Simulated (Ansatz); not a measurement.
Start from MoTe$_{2}$ in the 2H-MoS2 type structure (space group P6_3/mmc, No. 194; a = 3.5421 Å, c = 14.1819 Å; layered, stacked along the Cartesian z axis). Axes: x lies along a and z along c of the hexagonal cell.

Now apply this change: uniaxial strain ε_xx = +3.34 %, all other strain components held at zero, atoms relaxed at fixed cell.

Calculations: Ansatz (a first-principles code), r2SCAN+rVV10, PAW, cutoff 500 eV, no spin-orbit coupling.

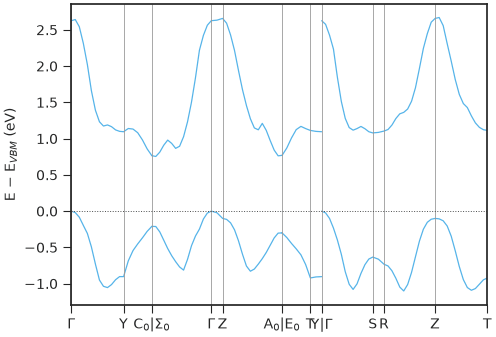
Fig. 1. Highest valence and lowest conduction band along the path of the changed cell's own zone

The gap is 0.75 eV, indirect, Γ → Σ₀–Γ (7 % along); the base has 0.87 eV.

Spin-orbit coupling, missing from the scalar runs, can matter with Te. Stability against distortions was not tested. k-point labels follow each cell's own Brillouin zone.
